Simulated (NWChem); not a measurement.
# CH3F (fluoromethane): levels of theory compared

Wanted: a comparison of 6 runs (HF/def2-SVP, CAM-B3LYP/STO-3G, CAM-B3LYP/6-31G, CAM-B3LYP/6-31G*, CAM-B3LYP/6-311G**, CAM-B3LYP/6-311G(2df,2pd)) of CH3F (fluoromethane). 

Program for the calculation: NWChem 7.3.0.

5 further runs of the same task are left out: 5 set aside as unsound or not needed.

### Step 1. Starting point

The species is CH3F (5 atoms), meant as a singlet with charge 0. SMILES: `CF`. The shape is that of a PBE0-D4/def2-TZVP optimisation.

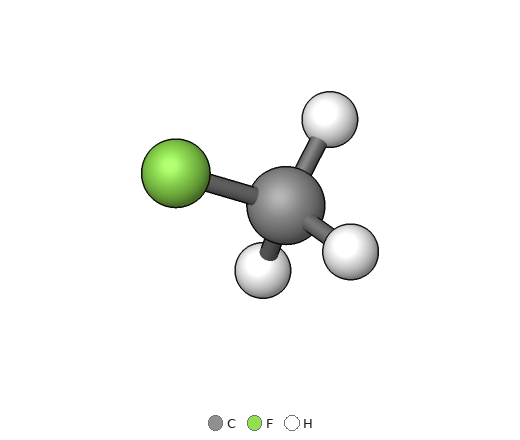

Viewed from a chosen angle; carbon grey, fluorine green, hydrogen white.

### Step 2. NMR shieldings at HF/def2-SVP (run 1)

Input file work.nw:

```
echo
start work
title "CH3F"
memory 2200 mb
geometry units angstrom noautosym nocenter noautoz
   C     -0.050700     0.032900     0.007800
   F      1.094100    -0.710500    -0.168600
   H     -0.918700    -0.626900    -0.058000
   H     -0.104800     0.796000    -0.772000
   H     -0.019800     0.508500     0.990700
end
basis spherical bse
   * library def2-SVP
end
scf
   singlet
   rhf
   thresh 0.01
   maxiter 80
   noprint "final vectors analysis"
end
property
   shielding
end
task scf property
```

Started as:

```
$ nwchem work.nw > work.out
```

The log of the run:

```text
[...]
  functions       =    43
[...]
  wavefunction    = RHF
[...]
         Total SCF energy =   -138.929548458698
      One-electron energy =   -266.399574577891
      Two-electron energy =     90.018773350898
 Nuclear repulsion energy =     37.451252768295
        Time for solution =      0.9s
[...]
           isotropic =     136.8602
[...]
           isotropic =     489.4702
[...]
           isotropic =      28.1035
[...]
           isotropic =      28.1014
[...]
           isotropic =      28.1021
[...]
```

It took 5.1 s on 1 thread of Intel Xeon Platinum 8259CL at 2.50GHz (Skylake/Cascade Lake), shared host; peak memory 0.1 GiB.

### Step 3. Energy and forces at CAM-B3LYP/STO-3G (run 2)

Input file test.nw:

```
start test
title "CH3F"
memory total 2200 mb
charge 0
geometry noautosym nocenter noautoz
   C       -0.050700       0.032900       0.007800
   F        1.094100      -0.710500      -0.168600
   H       -0.918700      -0.626900      -0.058000
   H       -0.104800       0.796000      -0.772000
   H       -0.019800       0.508500       0.990700
end
basis spherical bse
   * library STO-3G
end
dft
   xc xcamb88 1.00 lyp 0.81 vwn_5 0.19 hfexch 1.00
   cam 0.33 cam_alpha 0.19 cam_beta 0.46
   grid fine
   convergence energy 1e-08
   direct
   maxiter 100
   mulliken
   print low
end
task dft gradient
```

Started as:

```
$ nwchem test.nw > test.out
```

The log of the run:

```text
[...]
 d= 0,ls=0.0,diis     1   -137.6600199799 -1.75D+02  7.95D-02  4.00D-01     0.4
[...]
 d= 0,ls=0.0,diis     7   -137.7364597620 -1.20D-09  4.74D-07  9.59D-12     1.7
         Total DFT energy =     -137.736459761979
      One electron energy =     -265.237316373943
           Coulomb energy =      107.094070392968
    Exchange-Corr. energy =      -17.044466549299
 Nuclear repulsion energy =       37.451252768295
[...]
      Total Density - Mulliken Population Analysis
     ---------------------------------------------
    Atom       Charge   Shell Charges
 -----------   ------   -------------------------------------------------------
    1 C    6     6.13   1.99  1.20  2.94
    2 F    9     9.11   2.00  1.95  5.16
    3 H    1     0.92   0.92
    4 H    1     0.92   0.92
    5 H    1     0.92   0.92
[...]
                         DFT ENERGY GRADIENTS
    atom               coordinates                        gradient
                 x          y          z           x          y          z
   1 C      -0.095809   0.062172   0.014740   -0.003128   0.001936   0.000496
   2 F       2.067549  -1.342650  -0.318608   -0.029049   0.018863   0.004480
   3 H      -1.736091  -1.184669  -0.109604    0.017554   0.003231  -0.000323
   4 H      -0.198043   1.504222  -1.458868    0.007811  -0.013714   0.008156
   5 H      -0.037417   0.960926   1.872152    0.006811  -0.010316  -0.012809
 Task  times  cpu:        2.1s     wall:        2.1s
 Total times  cpu:        2.1s     wall:        2.1s
```

Wall time 3.6 s (1 thread of Intel Xeon Platinum 8259CL at 2.50GHz (Skylake/Cascade Lake), shared host); peak memory 0.11 GiB.

Runs 3 to 4 aren't shown in full; the table further down has their settings and results.

### Step 4. Energy and gradient at CAM-B3LYP/6-311G(d,p) (run 5)

Input file mol.nw:

```
start mol
memory 2200 mb

geometry noautosym nocenter noautoz
C     -0.050700     0.032900     0.007800
F      1.094100    -0.710500    -0.168600
H     -0.918700    -0.626900    -0.058000
H     -0.104800     0.796000    -0.772000
H     -0.019800     0.508500     0.990700
end

basis "ao basis" spherical bse
C library 6-311G**
F library 6-311G**
H library 6-311G**
end

dft
xc xcamb88 1.00 lyp 0.81 vwn_5 0.19 hfexch 1.00
cam 0.33 cam_alpha 0.19 cam_beta 0.46
grid fine
convergence energy 1e-08
direct
iterations 100
mulliken
noprint "final vectors analysis"
end

task dft gradient
```

Started as:

```
$ nwchem mol.nw > mol.out
```

The log of the run:

```text
[...]
          Wavefunction type:  closed shell.
          No. of atoms     :     5
          No. of electrons :    18
[...]
          Charge           :     0
          Spin multiplicity:     1
[...]
          AO basis - number of functions:    54
[...]
              XC Information
              --------------
                     Hartree-Fock (Exact) Exchange  1.000
                   CAM-Becke88 Exchange Functional  1.000
                      VWN V Correlation Functional  0.190 local
              Lee-Yang-Parr Correlation Functional  0.810
[...]
 d= 0,ls=0.0,diis     1   -139.6892575530 -1.77D+02  8.22D-03  5.34D-01     2.4
[...]
 d= 0,ls=0.0,diis     8   -139.7313177436 -3.05D-10  4.92D-07  8.04D-09    17.7
         Total DFT energy =     -139.731317743580
      One electron energy =     -266.755562101259
           Coulomb energy =      106.556018026446
    Exchange-Corr. energy =      -16.983026437062
 Nuclear repulsion energy =       37.451252768295
[...]
      Total Density - Mulliken Population Analysis
     ---------------------------------------------
    Atom       Charge   Shell Charges
 -----------   ------   -------------------------------------------------------
    1 C    6     6.02   1.10  0.88  0.63  0.75  1.48  0.40  0.69  0.09
    2 F    9     9.28   1.08  0.92  1.19  1.08  2.31  0.86  1.83  0.00
    3 H    1     0.90   0.28  0.49  0.11  0.02
    4 H    1     0.90   0.28  0.49  0.11  0.02
    5 H    1     0.90   0.28  0.49  0.11  0.02
[...]
  wavefunction    = closed shell
[...]
                         DFT ENERGY GRADIENTS
    atom               coordinates                        gradient
                 x          y          z           x          y          z
   1 C      -0.095809   0.062172   0.014740    0.002263  -0.001542  -0.000339
   2 F       2.067549  -1.342650  -0.318608   -0.003382   0.002197   0.000525
   3 H      -1.736091  -1.184669  -0.109604    0.000170  -0.000547  -0.000101
   4 H      -0.198043   1.504222  -1.458868    0.000454   0.000012  -0.000400
   5 H      -0.037417   0.960926   1.872152    0.000497  -0.000120   0.000315
[...]
```

It took 27 s on 1 thread of Intel Xeon Platinum 8259CL at 2.50GHz (Skylake/Cascade Lake), shared host; peak memory 0.11 GiB.

### Step 5. Energy and forces at CAM-B3LYP/6-311G(2df,2pd) (run 6)

Input file struct.nw:

```
start struct
memory stack 880 mb heap 220 mb global 1100 mb

geometry units angstrom noautosym nocenter noautoz
  C     -0.050700     0.032900     0.007800
  F      1.094100    -0.710500    -0.168600
  H     -0.918700    -0.626900    -0.058000
  H     -0.104800     0.796000    -0.772000
  H     -0.019800     0.508500     0.990700
end

basis spherical bse
  * library "6-311G(2df,2pd)"
end

dft
  xc xcamb88 1.00 lyp 0.81 vwn_5 0.19 hfexch 1.00
  cam 0.33 cam_alpha 0.19 cam_beta 0.46
  grid fine
  convergence energy 1e-08
  direct
  iterations 100
  mulliken
  noprint "final vectors analysis"
end

task dft gradient
```

Started as:

```
$ nwchem struct.nw > struct.out
```

The log of the run:

```text
[...]
          Wavefunction type:  closed shell.
          No. of atoms     :     5
          No. of electrons :    18
[...]
          Charge           :     0
          Spin multiplicity:     1
[...]
          AO basis - number of functions:   102
[...]
              XC Information
              --------------
                     Hartree-Fock (Exact) Exchange  1.000
                   CAM-Becke88 Exchange Functional  1.000
                      VWN V Correlation Functional  0.190 local
              Lee-Yang-Parr Correlation Functional  0.810
[...]
 d= 0,ls=0.0,diis     1   -139.6985047191 -1.77D+02  4.58D-03  5.50D-01    14.8
[...]
 d= 0,ls=0.0,diis     8   -139.7404031332 -3.63D-10  3.56D-07  1.35D-08   118.9
         Total DFT energy =     -139.740403133210
      One electron energy =     -266.757375466354
           Coulomb energy =      106.545162535443
    Exchange-Corr. energy =      -16.979442970594
 Nuclear repulsion energy =       37.451252768295
[...]
      Total Density - Mulliken Population Analysis
     ---------------------------------------------
    Atom       Charge   Shell Charges
 -----------   ------   -------------------------------------------------------
    1 C    6     5.63   1.10  0.88  0.64  0.75  1.29  0.37  0.52  0.02  0.03  0.01
    2 F    9     9.31   1.08  0.92  1.19  1.08  2.32  0.85  1.86  0.00  0.01  0.00
    3 H    1     1.02   0.28  0.56  0.14  0.01  0.03  0.00
    4 H    1     1.02   0.28  0.56  0.14  0.01  0.03  0.00
    5 H    1     1.02   0.28  0.56  0.14  0.01  0.03  0.00
[...]
  wavefunction    = closed shell
[...]
                         DFT ENERGY GRADIENTS
    atom               coordinates                        gradient
                 x          y          z           x          y          z
   1 C      -0.095809   0.062172   0.014740   -0.001220   0.000721   0.000198
   2 F       2.067549  -1.342650  -0.318608    0.000775  -0.000503  -0.000116
   3 H      -1.736091  -1.184669  -0.109604   -0.000958  -0.001749  -0.000243
   4 H      -0.198043   1.504222  -1.458868    0.000613   0.001059  -0.001670
   5 H      -0.037417   0.960926   1.872152    0.000790   0.000473   0.001831
[...]
```

Wall time 3.8 min (1 thread of Intel Xeon Platinum 8259CL at 2.50GHz (Skylake/Cascade Lake), shared host); peak memory 0.12 GiB.

### Step 6. All runs side by side

| run | level | SCF convergence threshold | task | energy (Eh) | dipole moment (D) | wall time |
| --- | --- | --- | --- | --- | --- | --- |
| 1 | HF/def2-SVP | 0.01 | nmr | -138.929548 | 2.14 | 5.1 s |
| 2 | CAM-B3LYP/STO-3G | 1e-08 | gradient | -137.736460 | – | 3.6 s |
| 3 | CAM-B3LYP/6-31G | 1e-08 | gradient | -139.651006 | 2.09 | 5.1 s |
| 4 | CAM-B3LYP/6-31G* (spherical functions) | 1e-08 | gradient | -139.680030 | 1.74 | 10 s |
| 5 | CAM-B3LYP/6-311G** | 1e-08 | gradient | -139.731318 | 1.88 | 27 s |
| 6 | CAM-B3LYP/6-311G(2df,2pd) | 1e-08 | gradient | -139.740403 | 1.74 | 3.8 min |

Convergence of the total energy of singlet CH3F with the basis set, against the last point:

| basis set | from the last (mEh) | wall time |
| --- | --- | --- |
| STO-3G | +2003.943 | 3.6 s |
| 6-31G | +89.397 | 5.1 s |
| 6-31G* | +60.374 | 10 s |
| 6-311G** | +9.085 | 27 s |
| 6-311G(2df,2pd) | +0.000 | 3.8 min |

Convergence of the largest force on an atom of singlet CH3F with the basis set, against the last point:

| basis set | from the last (eV/Å) | wall time |
| --- | --- | --- |
| STO-3G | +1.68944 | 3.6 s |
| 6-31G | +1.76084 | 5.1 s |
| 6-31G* | +0.11176 | 10 s |
| 6-311G** | +0.10267 | 27 s |
| 6-311G(2df,2pd) | +0.00000 | 3.8 min |

### Step 7. Results

| quantity | value |
| --- | --- |
| run 6: total energy | -139.74040 Eh |
| run 6: dipole moment | 1.74 D |
| run 6: largest force on an atom | 0.106 eV/Å |

**Reading.** For the total energy of singlet CH3F to stay within 10 mEh of the last point, 6-311G** is the first point of the series from which all later ones do (27 s against 3.8 min). Over runs 1, 3, 4, 5, 6 the dipole moment (its size) runs from 1.74 D (CAM-B3LYP/6-31G*) to 2.14 D (HF/def2-SVP). The two ends differ in method and basis. In run 2 the basis is minimal, so the values are rough. All runs together took 4.6 min, the longest 3.8 min.
